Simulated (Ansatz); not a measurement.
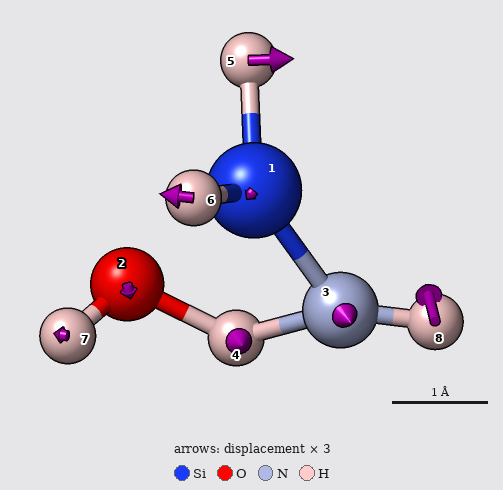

This is a constrained relaxation of SiNH5O. The starting structure is drawn; purple arrows show the displacements, 3 times their true length. The two geometries are superimposed by the best rigid fit.

Style: ball-and-stick. Shown at a tilt.

The reaction that was planned forms O2–H4 and breaks Si1–O2, N3–H4 (atoms numbered from 1 in input order).

Computed with RKS PBE0-D4/def2-SVP (Ansatz 0.2.0). (held fixed: the distance between atoms 2 (O) and 4 (H), the distance between atoms 1 (Si) and 2 (O), the distance between atoms 3 (N) and 4 (H), counting from 1; force threshold 0.08 eV/Å; at most 120 steps)

Atoms of which element are displaced furthest, and by how much?

Answer. Hydrogen: up to 0.26 Å, against 0.13 Å for nitrogen.

What did the optimiser do to the structure, and how much energy did it gain?

Answer. The atom that moves furthest after the best rigid fit is H8 (0.26 Å). Largest moves by element: H 0.26 Å, N 0.13 Å, O 0.06 Å, Si 0.04 Å. Among the contacts that change: Si1–H5 1.459 → 1.492 Å, Si1–H6 1.465 → 1.489 Å, O2–H7 0.956 → 0.968 Å, Si1–N3 1.657 → 1.666 Å. Bond angles that change, for instance: H4–N3–H8 138.4° → 124.2°, O2–H4–N3 127.8° → 134.7°, Si1–N3–H4 84.3° → 79.3°. Over 7 geometry steps the energy falls by 10.3 kJ/mol. Largest force component: 0.56 eV/Å at the start, 0.0071 eV/Å at the end.
